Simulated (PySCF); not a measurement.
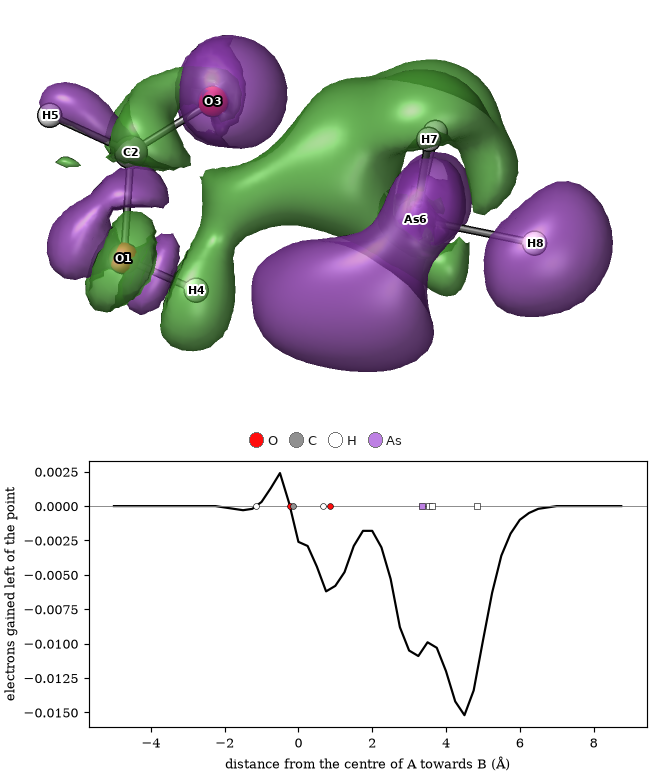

Figure 1: CH$_{5}$AsO$_{2}$, SMILES `OC=O.[AsH3]`. Density of the complex less the densities of the two fragments at the same geometry, ±0.002 e/Å³ (purple: gain, green: loss). Fragment A: H2CO2 (atoms 1–5); fragment B: AsH3. Below: the charge-displacement curve along the line of centres (A on the left).

PySCF calculation, PBE0/def2-SVP, gas phase; geometry: GFN2-xTB. GFN2-xTB bond lengths at metals and heavier atoms can be off by up to 0.1 Å and shapes distorted, which carries into these values.

Cartesian coordinates (Å):

```
O1      -2.2396    1.0106    0.0052
C2      -2.3105   -0.2999   -0.0181
O3      -1.3774   -1.0474    0.0218
H4      -1.3053    1.2922    0.0575
H5      -3.3599   -0.6289   -0.0790
As6      1.2724    0.0942    0.0037
H7       1.3072   -0.8694   -1.1273
H8       2.7683    0.2148   -0.0539
H9       1.3978   -1.0232    0.9733
```

> Which way does charge flow?

Hirshfeld charges show almost no net transfer (under 0.005 e). By Hirshfeld charges, electrons gather most on H8 (−0.015 e) and leave H9 most (+0.011 e); 0.10 e is displaced in all, which induces a dipole of 0.46 D.

> What is the interaction energy, and which contacts carry it?

The counterpoise-corrected interaction energy of the frozen fragments is −1.8 kcal/mol without dispersion correction and −3.1 kcal/mol with D3(BJ). The pair geometry is semi-empirical, not a minimum at this level. Contacts: O3···As6, 2.88 Å, ρ = 0.017 a.u.; H4···As6, hydrogen bond, 2.84 Å, ρ = 0.009 a.u. The pose is a local one from a semi-empirical search, not shown to be the most stable.

Run time: 22 s on 1 thread of Arm Neoverse V2 (shared host), peak memory 0.48 GiB.
